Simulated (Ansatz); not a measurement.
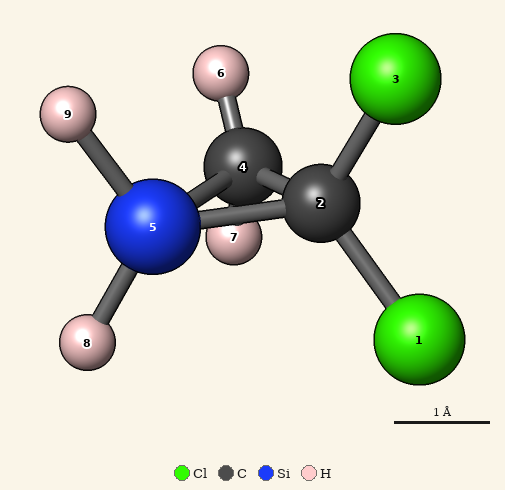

The structure as given in the input (ball-and-stick view, seen at a tilt; atoms are numbered from 1 in the order of the input).

Geometry relaxation, with input and output: C$_{2}$H$_{4}$Cl$_{2}$Si

The run: geometry relaxation of C$_{2}$H$_{4}$Cl$_{2}$Si. Method and program: RKS PBE-D4/def2-SVP (Ansatz 0.2.0).

The geometry: force-field start. Figures and captions count atoms from 1; the log counts them from 0 in places.

## Log
```
Functional definition: PBE
  name "PBE"
  cite "Perdew, Burke & Ernzerhof, Phys. Rev. Lett. 77, 3865 (1996) doi:10.1103/PhysRevLett.77.3865"
  parent pbe
  parameter kappa = 0.804
  parameter beta = 0.06672455060314922
  exchange = pbe_x(kappa = kappa, mu = beta*pi^2/3)
  correlation = pbe_c(beta = beta)
1134 factors; their error is unknown
mean field evaluation 1: about -35021.6700 eV, gradient 6.0e1 eV
mean field evaluation 2: about -34988.5102 eV, gradient 1.1e2 eV
mean field evaluation 4: about -35030.7709 eV, gradient 1.2e1 eV
mean field evaluation 8: about -35031.1051 eV, gradient 1.5e-1 eV
mean field evaluation 16: about -35031.0265 eV, gradient 6.1e-4 eV
mean field -35031.02646747 eV, -1287.3664777970 hartree, gradient 4.0e-5 eV, S^2 0.000000; 0 other end points of the search recorded, 0 dependent functions left out
the calculation of the forces begins
reference -35031.02649915 eV, -1287.3664789613 hartree; 32, 32 occupied and 70, 70 virtual orbitals, 1134 factors
relax step   1: F+E_penalty+E_count = -35031.30323894 eV  Δ(F+E_penalty+E_count) = +0.000e0 eV  max|allowed force component| = 2.224e0 eV/Å  Δτ_max = 0.0000 Å  (28 SCF iters, accepted)
these checks for a lower state are left out or cut short: starts, cluster_reference, orbital_swaps, neighbouring_geometries, increment
1134 factors; their error is unknown
mean field -35031.47730514 eV, -1287.3830457759 hartree, gradient 2.5e-5 eV, S^2 0.000000; 0 other end points of the search recorded, 0 dependent functions left out
the calculation of the forces begins
reference -35031.47733716 eV, -1287.3830469523 hartree; 32, 32 occupied and 70, 70 virtual orbitals, 1134 factors
relax step   2: F+E_penalty+E_count = -35031.75127064 eV  Δ(F+E_penalty+E_count) = -4.480e-1 eV  max|allowed force component| = 1.035e0 eV/Å  Δτ_max = 0.1879 Å  (30 SCF iters, accepted)
these checks for a lower state are left out or cut short: starts, cluster_reference, orbital_swaps, neighbouring_geometries, increment
1134 factors; their error is unknown
mean field evaluation 32: about -35031.5093 eV, gradient 1.2e-3 eV
mean field -35031.50932123 eV, -1287.3842223454 hartree, gradient 2.3e-5 eV, S^2 0.000000; 0 other end points of the search recorded, 0 dependent functions left out
the calculation of the forces begins
reference -35031.50935348 eV, -1287.3842235305 hartree; 32, 32 occupied and 70, 70 virtual orbitals, 1134 factors
relax step   3: F+E_penalty+E_count = -35031.78194422 eV  Δ(F+E_penalty+E_count) = -3.067e-2 eV  max|allowed force component| = 6.497e-1 eV/Å  Δτ_max = 0.2000 Å  (37 SCF iters, accepted)
these checks for a lower state are left out or cut short: starts, cluster_reference, orbital_swaps, neighbouring_geometries, increment
1134 factors; their error is unknown
mean field -35031.57943126 eV, -1287.3867988416 hartree, gradient 2.3e-5 eV, S^2 0.000000; 0 other end points of the search recorded, 0 dependent functions left out
the calculation of the forces begins
reference -35031.57946373 eV, -1287.3868000348 hartree; 32, 32 occupied and 70, 70 virtual orbitals, 1134 factors
relax step   4: F+E_penalty+E_count = -35031.85052648 eV  Δ(F+E_penalty+E_count) = -6.858e-2 eV  max|allowed force component| = 3.170e-1 eV/Å  Δτ_max = 0.1755 Å  (36 SCF iters, accepted)
these checks for a lower state are left out or cut short: starts, cluster_reference, orbital_swaps, neighbouring_geometries, increment
1134 factors; their error is unknown
mean field -35031.59309026 eV, -1287.3873008006 hartree, gradient 2.2e-5 eV, S^2 0.000000; 0 other end points of the search recorded, 0 dependent functions left out
the calculation of the forces begins
reference -35031.59312271 eV, -1287.3873019930 hartree; 32, 32 occupied and 70, 70 virtual orbitals, 1134 factors
relax step   5: F+E_penalty+E_count = -35031.86483871 eV  Δ(F+E_penalty+E_count) = -1.431e-2 eV  max|allowed force component| = 1.120e-1 eV/Å  Δτ_max = 0.0516 Å  (31 SCF iters, accepted)
these checks for a lower state are left out or cut short: starts, cluster_reference, orbital_swaps, neighbouring_geometries, increment
1134 factors; their error is unknown
mean field -35031.59381133 eV, -1287.3873272991 hartree, gradient 2.2e-5 eV, S^2 0.000000; 0 other end points of the search recorded, 0 dependent functions left out
the calculation of the forces begins
reference -35031.59384375 eV, -1287.3873284908 hartree; 32, 32 occupied and 70, 70 virtual orbitals, 1134 factors
relax step   6: F+E_penalty+E_count = -35031.86579876 eV  Δ(F+E_penalty+E_count) = -9.601e-4 eV  max|allowed force component| = 4.766e-2 eV/Å  Δτ_max = 0.0138 Å  (32 SCF iters, accepted)
these checks for a lower state are left out or cut short: starts, cluster_reference, orbital_swaps, neighbouring_geometries, increment
1134 factors; their error is unknown
mean field -35031.59398774 eV, -1287.3873337824 hartree, gradient 2.2e-5 eV, S^2 0.000000; 0 other end points of the search recorded, 0 dependent functions left out
the calculation of the forces begins
reference -35031.59402017 eV, -1287.3873349739 hartree; 32, 32 occupied and 70, 70 virtual orbitals, 1134 factors
relax step   7: F+E_penalty+E_count = -35031.86606047 eV  Δ(F+E_penalty+E_count) = -2.617e-4 eV  max|allowed force component| = 2.145e-2 eV/Å  Δτ_max = 0.0040 Å  (32 SCF iters, accepted)
1134 factors; their error is unknown
mean field evaluation 64: about -35031.6722 eV, gradient 2.0e-1 eV
```

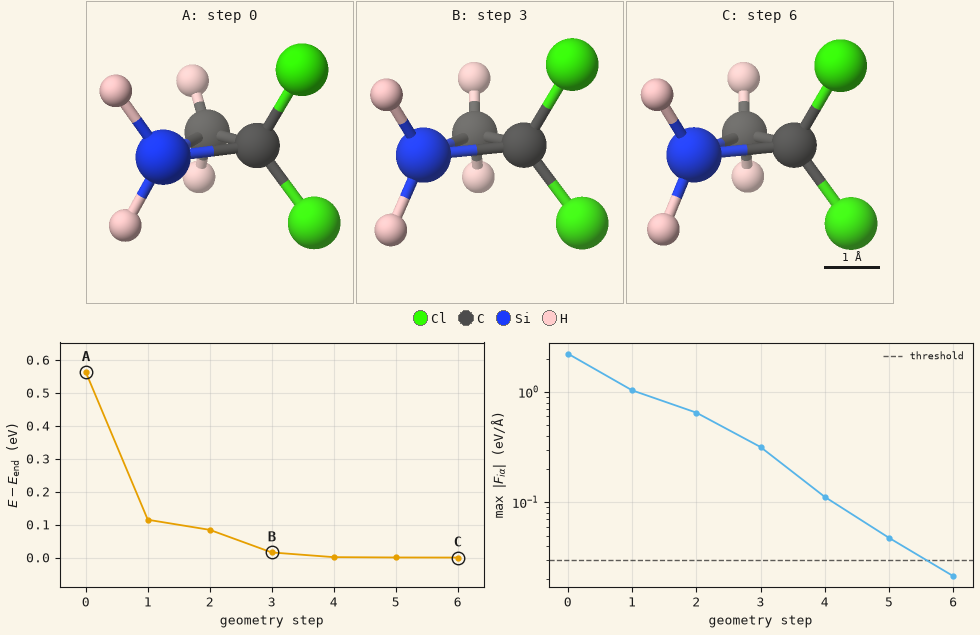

Frames of the relaxation (ball-and-stick view, seen on its broad side) above the curves, on which the letters mark them (the first geometry is step 0 here and step 1 in the log).

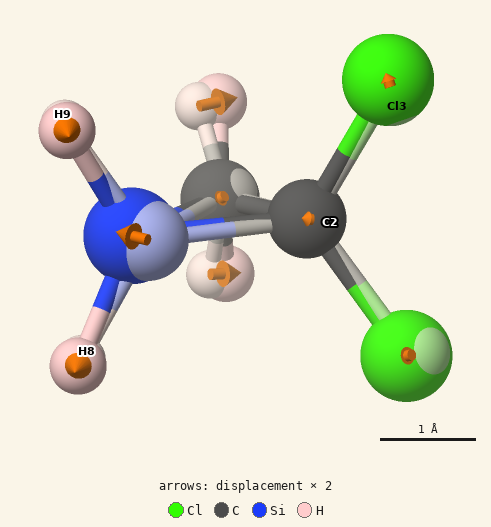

Start (faint) and end (solid) with the displacements as orange arrows, magnified 2 times (ball-and-stick view, seen on its broad side). The two geometries are laid on each other by the best rigid fit. Over 6 geometry steps the energy falls by 0.563 eV. Largest force component: 2.2 eV/Å at the start, 0.021 eV/Å at the end. H6 moves most after the best rigid fit: 0.24 Å. By element the largest moves are H 0.24 Å, Si 0.22 Å, Cl 0.09 Å, C 0.07 Å. Among the contacts that change: C2–Si5 1.827 → 1.892 Å, C4–H6 1.043 → 1.104 Å, C2–Cl3 1.727 → 1.786 Å, Si5–H9 1.549 → 1.492 Å. Among the angles that change: C4–Si5–H9 105.4° → 119.1°, C4–Si5–H8 107.7° → 118.3°, Si5–C4–H7 109.2° → 118.1°. (Atoms are counted from 1 in the order of the input.)

```
mean field -35031.59398774 eV, -1287.3873337824 hartree, gradient 2.4e-5 eV, S^2 0.000000; 1 other end points of the search recorded, 0 dependent functions left out
the calculation of the forces begins
reference -35031.59402017 eV, -1287.3873349739 hartree; 32, 32 occupied and 70, 70 virtual orbitals, 1134 factors
Total energy: -35031.86609289 eV, -1287.3973334620 hartree
Atom 0 at     0.173729    -1.939124    -1.396440 Å, force    -0.004262    -0.001767    -0.002151 eV/Å
Atom 1 at     0.530772    -0.689684    -0.172988 Å, force     0.011133     0.005872     0.011636 eV/Å
Atom 2 at     2.107693    -0.928722     0.631516 Å, force     0.007286    -0.003757    -0.002572 eV/Å
Atom 3 at     0.228608     0.753338    -0.591332 Å, force    -0.021447    -0.009002    -0.013758 eV/Å
Atom 4 at    -0.875365     0.113810     0.805248 Å, force     0.009345     0.001578    -0.004220 eV/Å
Atom 5 at     1.020778     1.491931    -0.379926 Å, force    -0.001588    -0.004516     0.008056 eV/Å
Atom 6 at    -0.214816     0.864261    -1.596121 Å, force     0.009415     0.009045    -0.000747 eV/Å
Atom 7 at    -2.280864    -0.265662     0.478329 Å, force    -0.010422    -0.002500    -0.002123 eV/Å
Atom 8 at    -0.602134     0.553552     2.204613 Å, force     0.000540     0.005047     0.005879 eV/Å
Dipole moment:    -0.269626     0.329048     0.095184 e Å
```

## Trajectory as extended XYZ (Å, eV, eV/Å), 7 frames, from step=1 to step=7
```
9
Properties=species:S:1:pos:R:3:forces:R:3 step=1 energy=-35031.30324
Cl    0.2119   -2.0116   -1.3663   -0.2357  -0.1038  -0.6417
C     0.5657   -0.7089   -0.2214    0.5090  -0.4976  -0.3602
Cl    2.0697   -0.9789    0.5833    1.3930  -0.1557   0.7361
C     0.2761    0.7065   -0.5634   -2.2243  -1.1975  -1.0342
Si   -0.8109   -0.0935    0.8094   -0.3742   1.6877   1.7282
H     0.8368    1.5202   -0.2283    1.7150   1.4324   0.5448
H    -0.3427    0.8929   -1.4520    0.2118  -0.0440  -0.2881
H    -2.1783   -0.1119    0.3343   -0.8761  -0.3210  -0.1905
H    -0.5399    0.7389    2.0873   -0.1183  -0.8005  -0.4945
9
Properties=species:S:1:pos:R:3:forces:R:3 step=2 energy=-35031.75127
Cl    0.1943   -1.9268   -1.4076   -0.0729  -0.2356  -0.1540
C     0.5439   -0.6894   -0.1708    0.1695  -0.5636  -0.3581
Cl    2.0911   -0.9295    0.6197    0.6379  -0.1357   0.3610
C     0.2496    0.7149   -0.5865   -0.8674   0.6101  -0.0208
Si   -0.8609    0.0080    0.8387   -0.0512   1.0351   0.1971
H     0.9718    1.5143   -0.3589    0.1737  -0.1102   0.0056
H    -0.2567    0.8363   -1.5697    0.1939  -0.0630   0.2470
H    -2.2749   -0.1809    0.4097   -0.0512  -0.1902   0.1175
H    -0.5697    0.6069    2.2083   -0.1321  -0.3469  -0.3954
9
Properties=species:S:1:pos:R:3:forces:R:3 step=3 energy=-35031.78194
Cl    0.1525   -1.9324   -1.3874    0.1592   0.1707  -0.0530
C     0.5495   -0.6439   -0.2092   -0.5418  -0.6483   0.5543
Cl    2.0401   -0.9687    0.7275    0.0782   0.2211  -0.3399
C     0.2240    0.7908   -0.6054    0.4962   0.0607  -0.4480
Si   -0.8678    0.1553    0.7654   -0.1651  -0.3432   0.6497
H     1.0486    1.4969   -0.4091   -0.1405   0.2139  -0.0413
H    -0.2386    0.8807   -1.6042    0.1338   0.1049  -0.0318
H    -2.2533   -0.3486    0.5164    0.0161   0.1728  -0.1348
H    -0.5665    0.5235    2.1889   -0.0360   0.0474  -0.1553
9
Properties=species:S:1:pos:R:3:forces:R:3 step=4 energy=-35031.85053
Cl    0.1950   -1.9403   -1.4101   -0.0298   0.0754   0.1596
C     0.5268   -0.6984   -0.1586    0.3167  -0.0638  -0.1723
Cl    2.1473   -0.9114    0.6010   -0.3170  -0.0200   0.0078
C     0.2288    0.7418   -0.5809   -0.0400   0.0896  -0.0267
Si   -0.8859    0.1131    0.8110   -0.1509  -0.0392   0.0223
H     1.0253    1.4827   -0.3787   -0.0781  -0.0710  -0.0141
H    -0.2190    0.8401   -1.5860    0.0242   0.0414   0.0209
H    -2.3181   -0.2234    0.4683    0.3010   0.0101   0.0786
H    -0.6119    0.5496    2.2169   -0.0260  -0.0227  -0.0761
9
Properties=species:S:1:pos:R:3:forces:R:3 step=5 energy=-35031.86484
Cl    0.1789   -1.9443   -1.3983    0.0100   0.0717   0.0439
C     0.5324   -0.6877   -0.1746    0.0791  -0.1120   0.0316
Cl    2.1131   -0.9312    0.6341   -0.0929   0.0271  -0.0468
C     0.2303    0.7535   -0.5908   -0.0608  -0.0085  -0.0189
Si   -0.8753    0.1112    0.8056   -0.0136   0.0187   0.0119
H     1.0181    1.4972   -0.3820    0.0099  -0.0121  -0.0038
H    -0.2221    0.8589   -1.5924    0.0269   0.0269   0.0002
H    -2.2873   -0.2531    0.4737    0.0510  -0.0026   0.0138
H    -0.5997    0.5492    2.2075   -0.0095  -0.0091  -0.0319
9
Properties=species:S:1:pos:R:3:forces:R:3 step=6 energy=-35031.86580
Cl    0.1761   -1.9385   -1.3992    0.0001   0.0207   0.0195
C     0.5302   -0.6880   -0.1735    0.0373  -0.0477   0.0186
Cl    2.1069   -0.9298    0.6353   -0.0256   0.0083  -0.0218
C     0.2293    0.7541   -0.5914   -0.0273  -0.0016  -0.0202
Si   -0.8759    0.1149    0.8052    0.0093  -0.0020   0.0018
H     1.0227    1.4927   -0.3833   -0.0102  -0.0049   0.0054
H    -0.2175    0.8615   -1.5952    0.0169   0.0195   0.0024
H    -2.2822   -0.2647    0.4793    0.0013   0.0041  -0.0031
H    -0.6011    0.5514    2.2058   -0.0017   0.0034  -0.0025
9
Properties=species:S:1:pos:R:3:forces:R:3 step=7 energy=-35031.86606
Cl    0.1737   -1.9391   -1.3964   -0.0043  -0.0018  -0.0022
C     0.5308   -0.6897   -0.1730    0.0111   0.0059   0.0116
Cl    2.1077   -0.9287    0.6315    0.0073  -0.0038  -0.0026
C     0.2286    0.7533   -0.5913   -0.0214  -0.0090  -0.0138
Si   -0.8754    0.1138    0.8052    0.0093   0.0016  -0.0042
H     1.0208    1.4919   -0.3799   -0.0016  -0.0045   0.0081
H    -0.2148    0.8643   -1.5961    0.0094   0.0090  -0.0007
H    -2.2809   -0.2657    0.4783   -0.0104  -0.0025  -0.0021
H    -0.6021    0.5536    2.2046    0.0005   0.0050   0.0059
```

The run was set up as follows.

## The input
```yaml
crystal:
  periodic: [false, false, false]
  atoms:
    - {symbol: Cl, position_ang: [0.211900, -2.011600, -1.366300]}
    - {symbol: C, position_ang: [0.565700, -0.708900, -0.221400]}
    - {symbol: Cl, position_ang: [2.069700, -0.978900, 0.583300]}
    - {symbol: C, position_ang: [0.276100, 0.706500, -0.563400]}
    - {symbol: Si, position_ang: [-0.810900, -0.093500, 0.809400]}
    - {symbol: H, position_ang: [0.836800, 1.520200, -0.228300]}
    - {symbol: H, position_ang: [-0.342700, 0.892900, -1.452000]}
    - {symbol: H, position_ang: [-2.178300, -0.111900, 0.334300]}
    - {symbol: H, position_ang: [-0.539900, 0.738900, 2.087300]}
basis:
  gaussian: {orbitals: def2-SVP}
hamiltonian: {xc: pbe, dispersion: d4}
relax: {f_tol: 0.03, max_steps: 200}
```

Command:
```bash
ansatz run in.yaml --threads 4 --pin off --events-out ev --progress --plain --max-ram 10444MiB
```

## Results in brief

| quantity | value |
| --- | --- |
| outcome | converged |
| total energy | −35031.8661 eV |
| mean-field energy | −35031.5940 eV |
| dispersion energy | −0.2721 eV |
| SCF solution under orbital rotations | stable |
| largest force (length of the vector) at the end | 0.027 eV/Å |
| dipole moment | 2.09 D |
| hardware | 4 threads of Arm Neoverse V1, 23 GiB of memory available, shared host |
| wall time | 9.5 s (CPU time 33 s) |
| peak memory | 0.15 GiB |
